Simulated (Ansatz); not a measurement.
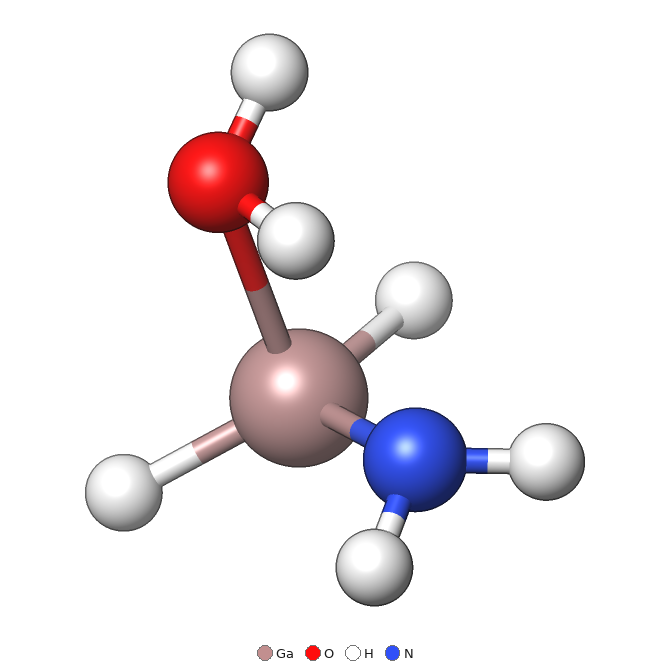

The picture shows a molecular structure as a ball-and-stick model.

> What is the molecular formula?

GaH₆NO, 9 atoms: 1 gallium, 6 hydrogen, 1 nitrogen and 1 oxygen.

> Which point group does it belong to?

C1.

> Count the bonded pairs by element.

2 N–H, 2 Ga–H, 2 O–H, 1 Ga–O, 1 Ga–N. Sticks follow a distance rule.

> How many atoms are distinct by symmetry?

9: 1 Ga, 1 O, 1 H, 1 H, 1 H, 1 N, 1 H, 1 H, 1 H.

More results for the same structure follow; atom numbers are the same in all pictures, views and colours differ. The geometry was computed by an optimisation with PBE0-D4/def2-TZVP.

Electronic properties

Properties computed with RKS PBE0-D4/def2-TZVP (Ansatz 0.2.0).

> What is the dipole moment?

2.16 D.

> Estimate the dispersion correction.

−11.2 kJ/mol.

Vibrations

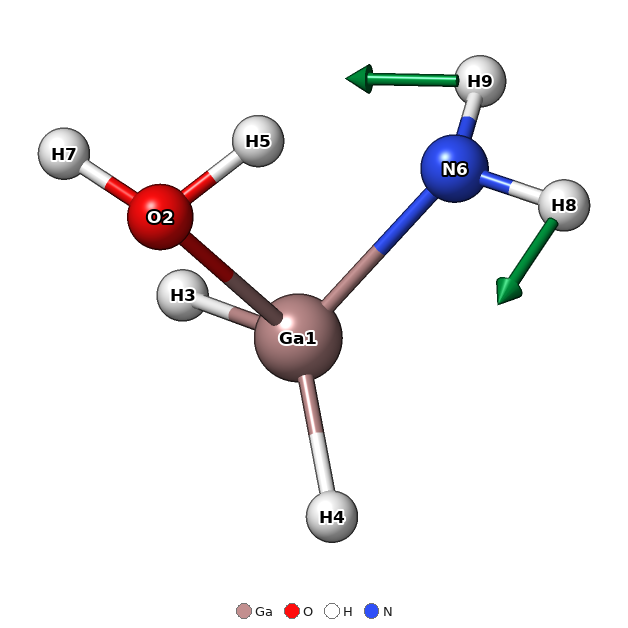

The arrows show one normal mode. Harmonic vibrations computed with RKS PBE0-D4/def2-TZVP (Ansatz 0.2.0) at a stationary point of the same level.

> What kind of motion is it?

Mostly H–N–H bending.

> At what wavenumber does it lie?

1574 cm⁻¹; it is mode 14 of 21 counted from the lowest.

Charges

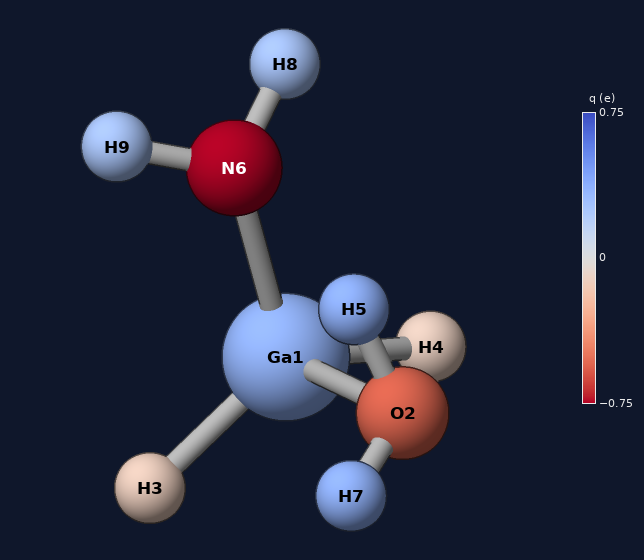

Atoms are coloured by their Mulliken charges. Properties computed with RKS PBE0-D4/def2-TZVP (Ansatz 0.2.0).

> Which atom carries the highest charge (most positive or least negative)?

H5 (0.35 e).

> And the lowest?

N6 (−0.75 e).

List the Mulliken charges.

| atom | value (e) |
| --- | --- |
| Ga1 | 0.33 |
| O2 | −0.54 |
| H3 | −0.11 |
| H4 | −0.10 |
| H5 | 0.35 |
| N6 | −0.75 |
| H7 | 0.34 |
| H8 | 0.24 |
| H9 | 0.24 |

Mulliken values depend strongly on the basis set and can even reverse the polarity of a bond.
